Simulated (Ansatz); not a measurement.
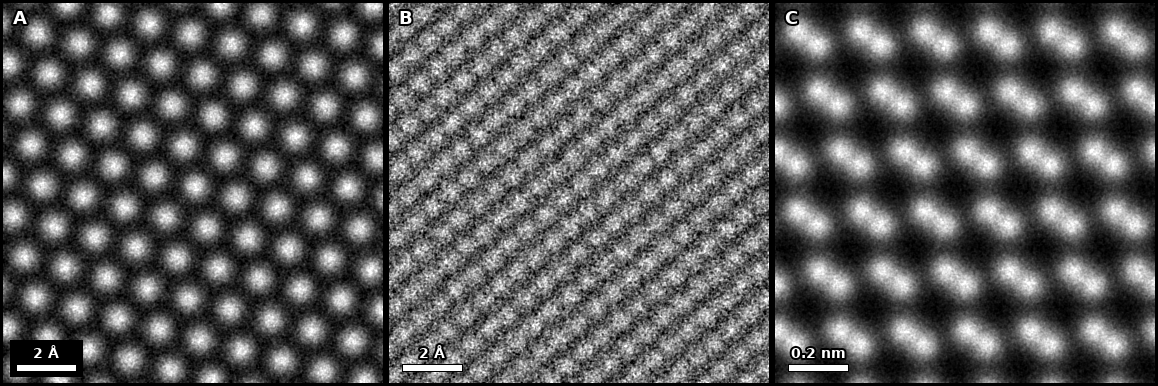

Three views of C (Fd-3m, No. 227) along different zone axes. Simulated as the projected potential of neutral atoms (B = 0.5 Å²) blurred by a 0.50 Å probe, the thin-sample limit of integrated differential phase contrast. Shot noise was added. Atomic positions: the geometry given to an electronic-structure calculation, possibly off equilibrium; the starting structure was generated, so it need not be a known form of this composition.

```xyz
8
Lattice="3.5500 0.0000 0.0000 0.0000 3.5500 0.0000 0.0000 0.0000 3.5500" Properties=species:S:1:pos:R:3 pbc="T T T"
C     0.8875    0.8875    0.8875
C     1.7750    0.0000    1.7750
C     0.8875    2.6625    2.6625
C     1.7750    1.7750    0.0000
C     2.6625    0.8875    2.6625
C     0.0000    0.0000    0.0000
C     2.6625    2.6625    0.8875
C     0.0000    1.7750    1.7750
```

**Match the panels to the zone axes [110], [111] and [210].**

A is [111]: projected cell 1.45 × 1.45 Å, 120°, plane group p6mm. B is [210]: projected cell 0.79 × 0.97 Å, 114°, plane group c2mm. C is [110]: projected cell 2.17 × 2.17 Å, 109°, plane group c2mm.
